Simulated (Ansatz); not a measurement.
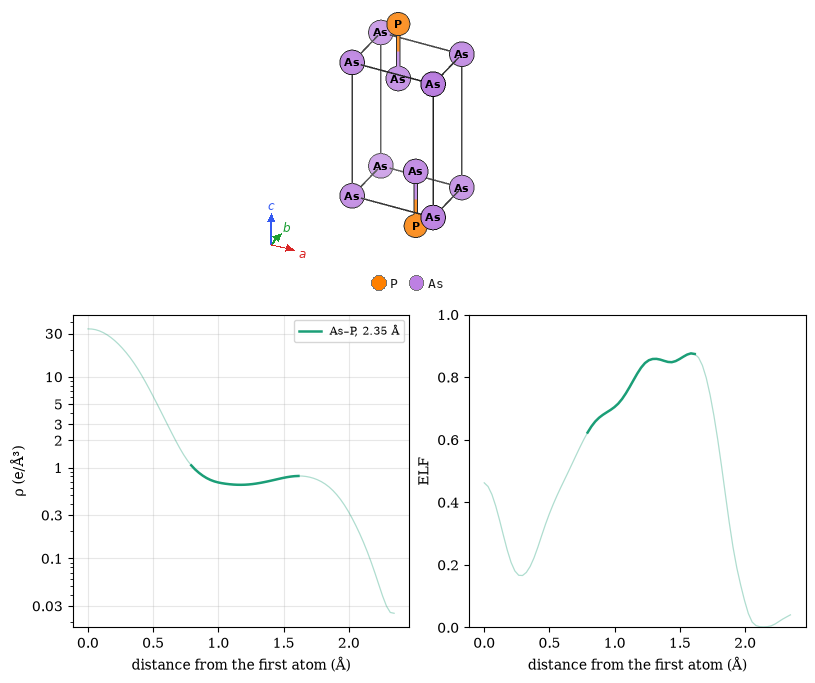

Figure. As$_{3}$P$_{2}$. Valence pseudo-density and electron localisation function along straight lines between neighbouring atoms. Thin, pale parts lie inside the atomic spheres. The structure is drawn too.

Space group P-3m1; started from the A-type sesquioxide_164 prototype, which need not be the ambient phase; computed without spin polarisation.

Computed with DFT PBE, scalar-relativistic, plane waves, PAW (Ansatz).

The density is the valence pseudo-density of a PAW calculation; it isn't the true density close to the nuclei.

**What can be read from the curves?**

As–P (2.35 Å): ρ is about 0.65 e/Å³ halfway; the ELF peaks at about 0.90 between the atoms.
